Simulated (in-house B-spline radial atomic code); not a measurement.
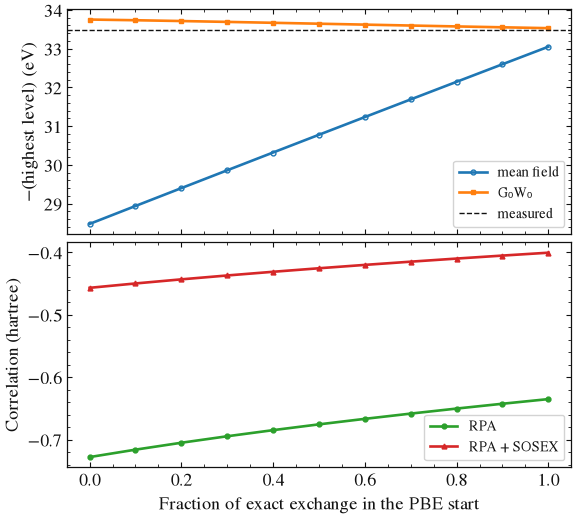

G₀W₀ and RPA for Si²⁺ ([Ne] 3s²) as exact exchange is mixed into the PBE start. All-electron spherical atom, non-relativistic, no spin-orbit coupling, Breit or QED terms; computed with a B-spline radial code.

**How do the results depend on the fraction of exact exchange?**

The mean-field binding energy of 3s runs from 28.48 eV at fraction 0 to 33.05 eV at 1, the G₀W₀ value only from 33.75 to 33.53 eV. The two curves don't cross in this range. The measured removal energy is 33.49 eV. The RPA correlation energy goes from −0.7278 to −0.6350 hartree, and with SOSEX from −0.4568 to −0.4005.
